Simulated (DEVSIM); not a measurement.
Device: illuminated Si p-on-n cell, one wavelength, at 350 K.

| layer (left to right) | material | thickness (μm) | Nd (cm⁻³) | Na (cm⁻³) | τn (s) | τp (s) | absorption coefficient (cm⁻¹) |
|---|---|---|---|---|---|---|---|
| 1 | Si | 0.130 | - | 3.5e18 | 5.3e-8 | 6.9e-8 | 19000 |
| 2 | Si | 27.0 | 1.1e15 | - | 5.3e-7 | 5.3e-7 | 19000 |

Left contact: ohmic, minority electron recombination velocity 3e5 cm/s. Right contact: ohmic, minority hole recombination velocity 10 cm/s. Voltage is applied to the left contact. Recombination: SRH at mid-gap, radiative, Auger. Gap narrowing is on: ΔEg = 6.92 meV × (l + √(l² + 0.5)), l = ln(N/1.3e17 cm⁻³), shared equally by both band edges. Light enters at the left, 2.8e16 photons cm⁻² s⁻¹, one pass, no reflection. Mobility is constant in doping.

Constants are typed, rounded textbook-type inputs, not results; the design itself was drawn at random and stands for no fabricated device. Values at 300 K; Nc and Nv go as T^1.5, mobilities as T to minus their exponent, the gap by Varshni's rule with the affinity fixed.

```tsv
parameter	Si
gap (eV)	1.124
affinity (eV)	4.05
permittivity	11.7
Nc (cm⁻³)	2.86e19
Nv (cm⁻³)	3.1e19
μn (cm²/Vs)	1417
μp (cm²/Vs)	470
T exponent of μn	2.3
T exponent of μp	2.2
B (cm³/s)	4.7e-15
Cn (cm⁶/s)	2.8e-31
Cp (cm⁶/s)	9.9e-32
Varshni α (eV/K)	0.000473
Varshni β (K)	636
```

Model (solved in DEVSIM): 1D drift-diffusion, Boltzmann statistics, complete ionisation; no tunnelling, impact ionisation, image-force lowering or self-heating.

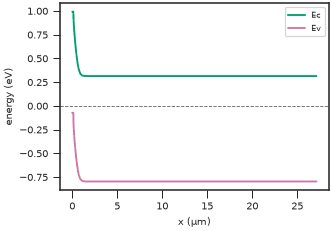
Band edges at zero bias, in the dark

Energies count from the Fermi level of the right contact; mesh points crowd at the junctions.

| x (μm) | Ec (eV) | Ev (eV) | n (cm⁻³) | p (cm⁻³) | field (V/cm) |
|---|---|---|---|---|---|
| 0.000 | 0.992 | -0.073 | 190000 | 3.5e18 | ≈ 0 |
| 0.02098 | 0.992 | -0.073 | 190000 | 3.5e18 | ≈ 0 |
| 0.05324 | 0.992 | -0.073 | 190000 | 3.5e18 | ≈ 0 |
| 0.09225 | 0.992 | -0.073 | 190000 | 3.5e18 | ≈ 0 |
| 0.1250 | 0.988 | -0.076 | 210000 | 3.1e18 | -15000 |
| 0.1452 | 0.919 | -0.191 | 2100000 | 6.9e16 | -29000 |
| 0.1843 | 0.844 | -0.267 | 2.6e7 | 5.6e15 | -15000 |
| 0.3060 | 0.694 | -0.417 | 3.7e9 | 3.9e13 | -11000 |
| 0.5060 | 0.509 | -0.601 | 1.7e12 | 8.7e10 | -7500 |
| 0.9056 | 0.337 | -0.773 | 5.0e14 | 2.9e8 | -1600 |
| 1.705 | 0.314 | -0.797 | 1.1e15 | 1.3e8 | ≈ 0 |
| 4.024 | 0.314 | -0.797 | 1.1e15 | 1.3e8 | ≈ 0 |
| 7.939 | 0.314 | -0.797 | 1.1e15 | 1.3e8 | ≈ 0 |
| 15.19 | 0.314 | -0.797 | 1.1e15 | 1.3e8 | ≈ 0 |
| 22.47 | 0.314 | -0.797 | 1.1e15 | 1.3e8 | ≈ 0 |
| 24.81 | 0.314 | -0.797 | 1.1e15 | 1.3e8 | ≈ 0 |
| 25.98 | 0.314 | -0.797 | 1.1e15 | 1.3e8 | ≈ 0 |
| 26.57 | 0.314 | -0.797 | 1.1e15 | 1.3e8 | ≈ 0 |
| 26.91 | 0.314 | -0.797 | 1.1e15 | 1.3e8 | ≈ 0 |
| 27.03 | 0.314 | -0.797 | 1.1e15 | 1.3e8 | ≈ 0 |
| 27.09 | 0.314 | -0.797 | 1.1e15 | 1.3e8 | ≈ 0 |
| 27.13 | 0.314 | -0.797 | 1.1e15 | 1.3e8 | ≈ 0 |
